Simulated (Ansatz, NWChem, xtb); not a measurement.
**Ligand exchange: BOF + KOH → B(OH)O + KF**

Species: BOF (fluoro(oxo)borane) `O=BF`, singlet; KOH `[OH][K]`, singlet; B(OH)O (oxoborinic acid), singlet; KF, singlet. The partners trade F for OH: B–F and K–OH bonds give way to B–OH and K–F.

Shapes, held fixed at every level: PBE0-D4/def2-TZVP. Programs: Ansatz 0.2.0, NWChem 7.3.0, xtb 6.7.1. The zero-point and thermal change to 298 K, harmonic and unscaled (PBE0-D4/def2-TZVP), is +0.1 kJ/mol.

| level | kind | ΔH(298 K) (kJ/mol) | less CCSD(T)/def2-TZVPP |
| --- | --- | --- | --- |
| GFN0-xTB | semi-empirical | -96.6 | -30.0 |
| HF/def2-SVP | Hartree–Fock | -85.7 | -19.1 |
| SPW92/def2-TZVPP | LDA | -75.3 | -8.7 |
| PBE0/def2-SVP | global hybrid | -75.4 | -8.8 |
| wB97X-V/def2-TZVPP | range-separated hybrid | -75.3 | -8.7 |
| B2PLYP/def2-TZVPP | double hybrid | -71.1 | -4.5 |
| CCSD/def2-SVP | coupled cluster or CI | -73.4 | -6.8 |
| CCSD(T)/def2-TZVPP | coupled cluster or CI | -66.6 | 0.0 |

The highest level, CCSD(T)/def2-TZVPP, gives ΔH(298 K) = -66.6 kJ/mol; the levels span -96.6 to -66.6. The column of differences is taken from that level and isn't an error. No measured value is set beside it here. Outer-core shells of K are correlated, in sets that cover them unevenly. CCSD(T)/def2-TZVPP lies outside the range of all other levels here, so it shouldn't be taken on trust.

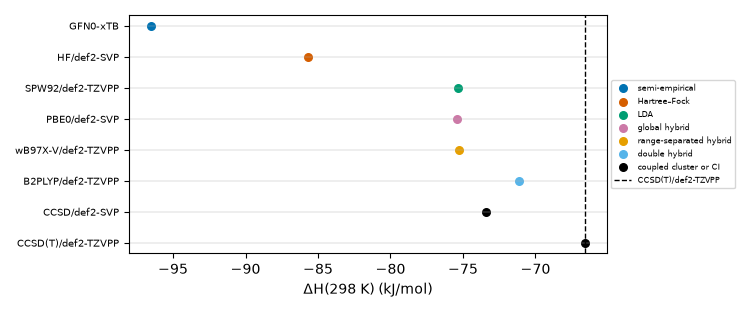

The values of the table, level by level.
